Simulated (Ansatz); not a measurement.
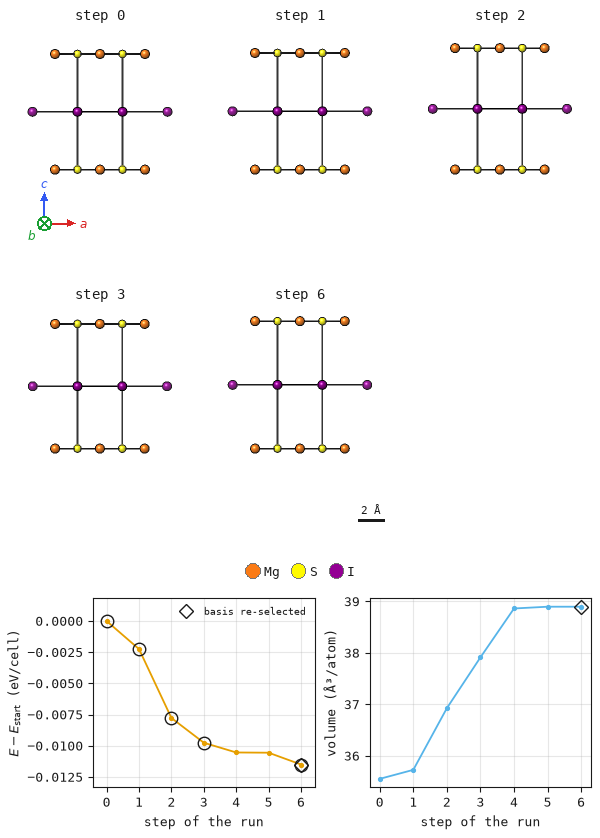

Frames of a relaxation of crystalline MgSI (a generated structure, set up in P4/mmm), marked on the history of the run. A ball-and-stick model of the cell of the calculation, seen along the b axis.

The calculation used DFT PBE, scalar-relativistic, plane waves, PAW in Ansatz. Settings: plane-wave cutoff 420 eV; k-point mesh 14 × 14 × 6; occupations gaussian; smearing width 0.1 eV; no spin polarisation; cell and atoms relaxed; force threshold 0.01 eV/Å; at most 80 steps.

> What happens along the run?

After 5 accepted moves (6 points after the start) the energy has fallen by 11.5 meV per cell of the calculation. All forces vanish by symmetry, so only the cell relaxes. Pressure: −0.12 GPa at the start and 0.02 GPa at the end. At 1 point the geometry stayed and the basis and grid were re-selected for the new cell (energy shift of 0.9 meV per cell of the calculation at most each time). The atoms keep their places relative to the cell (all moves are under 0.005 Å). The volume changes by +9.4 %, with a = b 3.462 → 3.450 Å (−0.4 %), c 8.897 → 9.804 Å (+10.2 %). Near-neighbour distances that change, for instance: I–I 3.462 → 3.450 Å, Mg–S 2.448 → 2.439 Å. The space group stays P4/mmm (No. 123). From step 0 to 1: volume +0.5 %, energy −2.2 meV per cell of the calculation. From step 1 to 2: volume +3.4 %, energy −5.5 meV per cell of the calculation. From step 2 to 3: volume +2.7 %, energy −2.0 meV per cell of the calculation. From step 3 to 6: volume +2.6 %, energy −1.7 meV per cell of the calculation.

```
step  E − E(0), meV/atom  pressure, GPa  volume, Å³/atom                      note
   0                0.00          -0.12           35.553                          
   1               -0.75           0.01           35.728                          
   2               -2.59           0.26           36.927                          
   3               -3.25           0.20           37.914                          
   4               -3.51           0.04           38.863                          
   5               -3.52           0.01           38.898                          
   6               -3.83           0.02           38.898  same geometry, new basis
```
